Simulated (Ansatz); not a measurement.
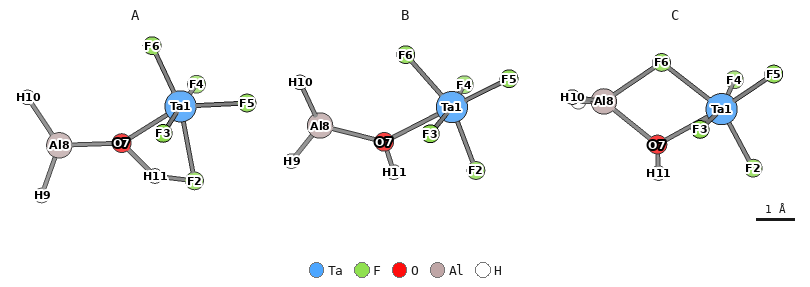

3 geometries from a converged minimum-energy path of TaAlH3OF5, shuffled. A ball-and-stick model, seen at a tilt.

Method: RHF/def2-SVP (Ansatz). Run with 9 movable images; climbing image; force threshold 0.05 eV/Å; iteration limit 45; starting path through a guess of the saddle point.

Which of them lies highest in energy?

A. In order along the path, whose images run from 0 to 10: C (image 1, +5.3 kcal/mol), B (image 3, +17.3 kcal/mol), A (image 5, +48.3 kcal/mol). Breaking: F6–Al8 (1.86 → 4.03 at the top → 4.51 Å), O7–H11 (0.95 → 1.26 at the top → 3.57 Å). Forming: F2–H11 (2.88 → 1.09 at the top → 0.92 Å).

Limits of the set-up: Hartree-Fock leaves out electron correlation.

Cost: 19 min on 4 threads of Intel(R) Xeon(R) Platinum 8259CL CPU @ 2.50GHz (Skylake/Cascade Lake), on a shared host, peak memory 0.59 GiB.
